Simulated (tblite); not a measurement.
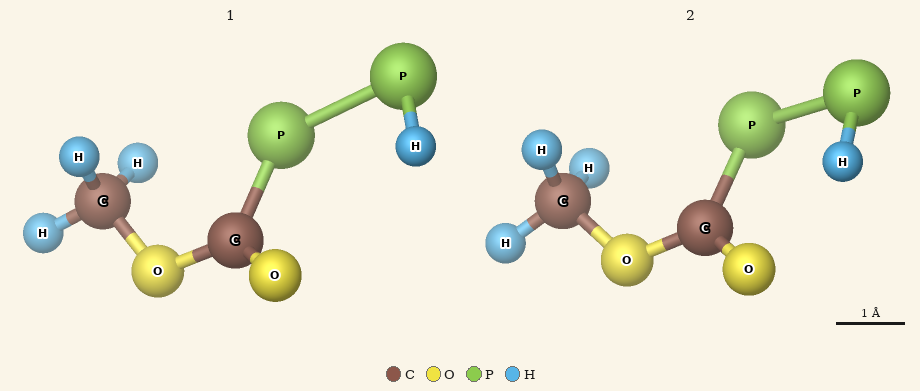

Two geometries of C$_{2}$H$_{4}$O$_{2}$P$_{2}$, drawn at one scale. One is the start of a relaxation, the other its converged end. The picture is a ball-and-stick view, seen at a tilt.

The calculation used GFN2-xTB geometry optimisation, dihedral held, gas phase (tblite). 

### Which of the two is the end point?

Structure 2 is the relaxed one. The atom that moves furthest after the best rigid fit is an H atom (0.55 Å). By element the largest moves are H 0.55 Å, P 0.34 Å, O 0.27 Å, C 0.24 Å. Near-neighbour distances that change, for instance: P–P 2.177 → 2.025 Å, C–P 1.819 → 1.883 Å, C–O 1.375 → 1.327 Å, H–P 1.431 → 1.405 Å. Bond angles that change, for instance: C–P–P 121.2° → 101.5°, C–O–C 113.5° → 119.9°, O–C–O 126.7° → 120.8°. The energy falls by 76.6 kJ/mol in 61 geometry steps.
